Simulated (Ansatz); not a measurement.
Cost and result by functional for the surface energy of the (11-20) surface of wurtzite AlN in its 1x1 cell (cut with top plane 2 Al + 2 N, bottom plane 2 Al + 2 N), outermost plane spacing 1.57 Å in the ideal cut, in Ansatz (plane waves, PAW). Single points on the PBE structure, on one kind of machine; costs are rough ratios of the slab run's core time (references not counted) to the cheapest single point. r2SCAN's cost holds its higher cutoff (500 against 420 eV). Differences are taken against HSE06 for comparison alone: no measured value is at hand, so the table doesn't rank accuracy. HSE06 ran on a coarser k-mesh, which lowers its cost and carries part of its shift.

Model: 32-atom slab, Al16N16, 11.0 Å thick at the start, 5x5x1 mesh, Fermi-Dirac 0.025 eV, dipole correction, all atoms relaxed; held to the start's symmetry, so lower structures may exist; no spin, no spin-orbit, no U. These notes are the PBE run's.

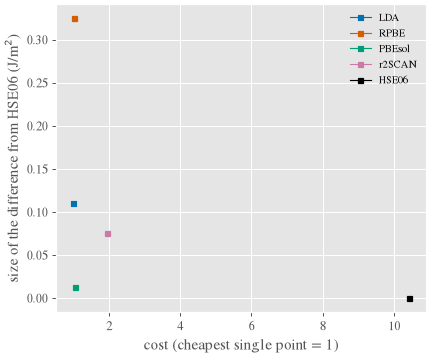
Figure: Difference from HSE06 against cost

```csv
functional,relative cost,surface energy (J/m²),less HSE06 (J/m²)
LDA,1,2.50,0.11
RPBE,1,2.06,-0.33
PBEsol,1,2.37,-0.01
r2SCAN,2,2.46,0.08
HSE06,10,2.39,0.00
PBE (the relaxed run's value),–,2.21,-0.17
```

The values span 0.44 J/m², while the single points' costs differ by a factor of roughly 10. Differences are of unrounded values.

Ansatz is a program for electronic structure.
